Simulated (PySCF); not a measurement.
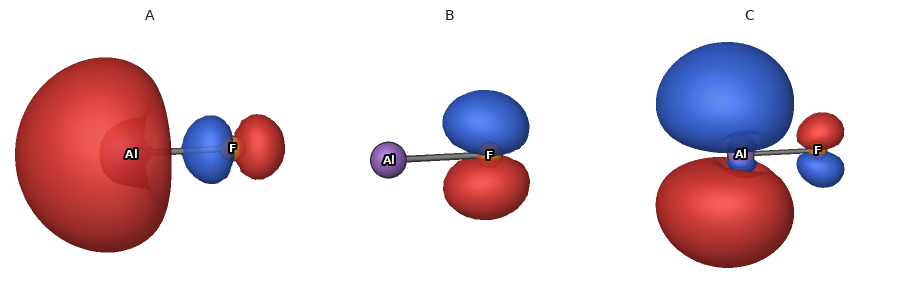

AlF (charge +1, doublet). Three frontier α-spin orbitals, each drawn at the value that holds 80 % of its norm (red and blue are the two phases), in no order; of a degenerate pair one member is drawn.

Level of theory: PBE0/def2-TZVP, non-relativistic Hamiltonian with scalar-relativistic core potentials where named, at a bond length of 1.606 Å (PySCF).

Label each orbital by symmetry, say whether it is occupied, and order them by energy.

Orbital B: π, occupied in this spin, −18.67 eV; mainly on F (90 %).
Orbital A: σ, occupied in this spin, −15.79 eV; mainly on Al (90 %).
Orbital C: π, empty in this spin, −8.58 eV; mainly on Al (95 %).
